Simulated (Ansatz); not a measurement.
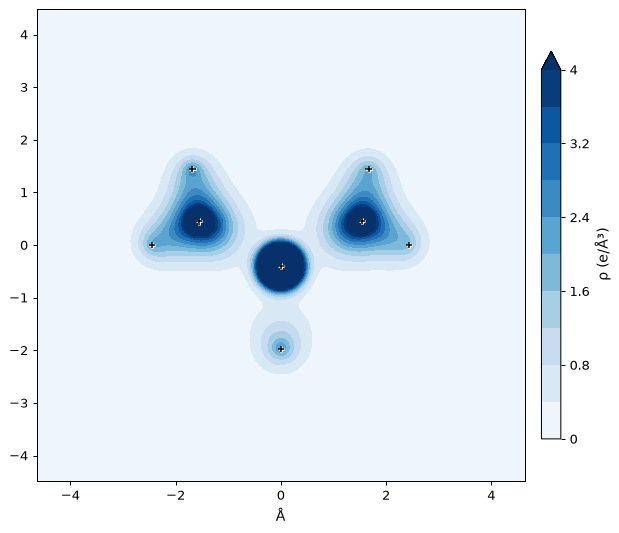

The electron density on a plane through atoms (crosses mark nuclei in the plane).

These are results of Ansatz, RHF/def2-SVP, not measurements.

Candidates:
A. AlH$_{5}$N$_{2}$···HF
B. Cl$_{2}$H$_{2}$OSSn···H$_{2}$O

Q: Which system is this?

A: Candidate A: AlH$_{5}$N$_{2}$···HF on the plane of atoms N3, Al1 and H9, which holds Al, N and H. Al–N (1.77 Å): ρ at the midpoint is about 0.85 e/Å³. N–H (1.00 Å): ρ is about 2.8 e/Å³ halfway.
